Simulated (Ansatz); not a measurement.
**C$_{2}$H$_{6}$Ge (GeMe2): density, localisation and related maps**

Input

```
crystal:
  periodic: [false, false, false]
  atoms:
    - {symbol: Ge, position_ang: [0.000917, 0.010409, -1.396814]}
    - {symbol: C, position_ang: [1.485717, -0.013230, -0.035594]}
    - {symbol: H, position_ang: [1.403403, -0.931393, 0.570982]}
    - {symbol: H, position_ang: [1.372325, 0.836050, 0.658872]}
    - {symbol: H, position_ang: [2.483033, 0.023880, -0.491949]}
    - {symbol: C, position_ang: [-1.485582, 0.012154, -0.037253]}
    - {symbol: H, position_ang: [-1.410277, 0.929238, 0.572164]}
    - {symbol: H, position_ang: [-1.367500, -0.838294, 0.654740]}
    - {symbol: H, position_ang: [-2.482045, -0.028803, -0.495148]}
basis:
  gaussian: {orbitals: def2-TZVP, initial_orbitals: start.molden}
hamiltonian: {xc: pbe0, dispersion: d4}
scf: {omitted_lower_state_checks: [starts]}
output: {orbitals: {seedname: orbitals}}
```

Launched as:

```sh
ansatz run in.yaml --threads 4 --pin off --events-out ev --progress --plain --max-ram 3916MiB
```

Geometry: PBE-D4/def2-TZVP.

Theory: RKS PBE0-D4/def2-TZVP in Ansatz.

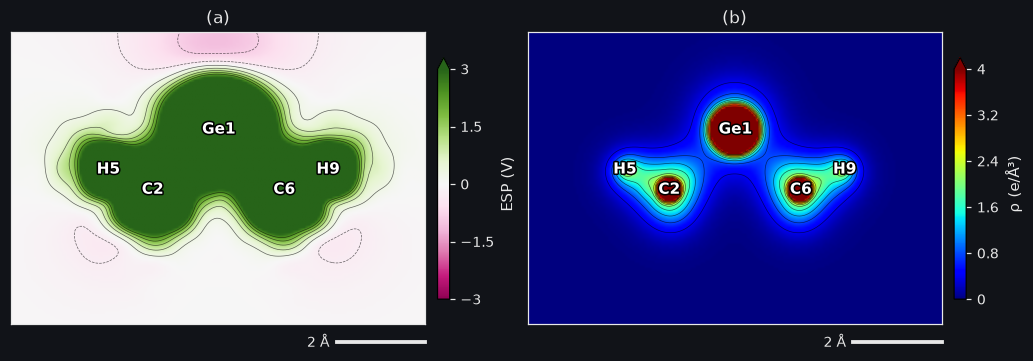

Figure 1. (a) electrostatic potential; (b) electron density on the plane of atoms C2, Ge1 and C6.

Q: Interpret the plot.

A: The plane passes through Ge, C and H nuclei.
C–Ge (2.01 Å): ρ at the midpoint is about 0.79 e/Å³.
C–H (1.10 Å): ρ is about 1.9 e/Å³ halfway.
Outside the dense part of the molecule the potential is most negative (−1.1 V) near Ge1.

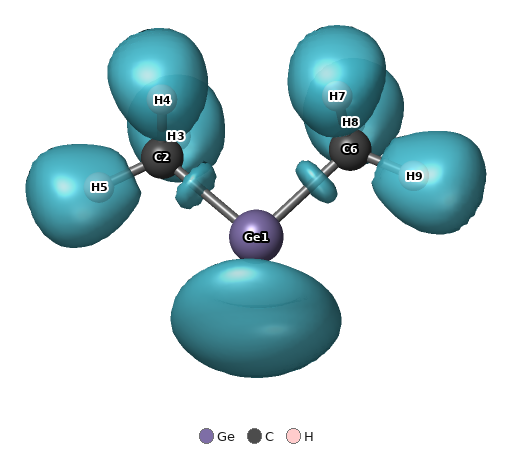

Figure 2. Isosurface of the electron localisation function at 0.85 (cyan), seen at a tilt. Core shells and regions of very low density are left out.

Q: Identify the bonds, lone pairs and shells in this picture.

A: The surface consists of six regions around hydrogen nuclei, two lobes of the valence shell of C pointing towards Ge (polar bonds) and one lobe on Ge, pointing away from the bonds (lone pairs). Along the contacts the grid gives the following. C–Ge (2.01 Å): the ELF peaks at about 0.90 in the valence shell of C, 0.8 Å from its nucleus, and is about 0.70 at the midpoint. C–H (1.10 Å): the ELF climbs to about 1 towards the hydrogen, as it does in any bond to H: a covalent bond by its length.

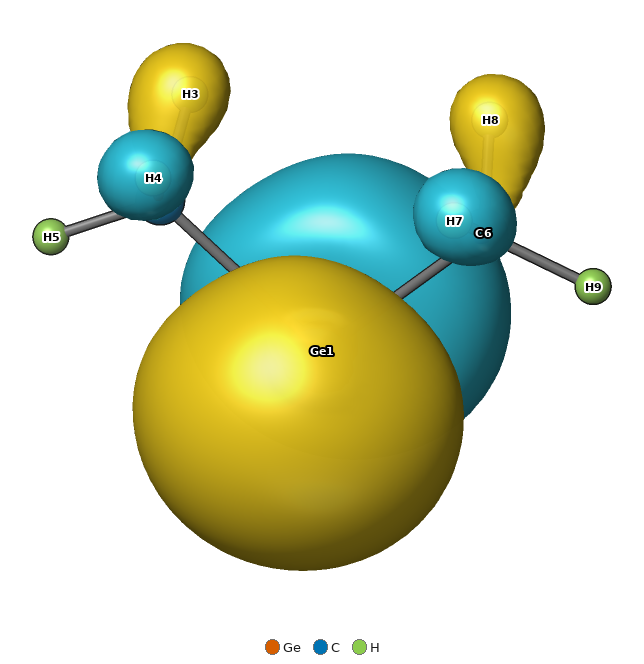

Figure 3. One frontier orbital at ±0.1 Å⁻³ᐟ² (yellow and cyan are the two phases), seen at a tilt.

Q: Which orbital is it: HOMO or LUMO?

A: The LUMO, at −2.20 eV. By Hirshfeld shares it lies mainly on Ge1 (about 85 %).
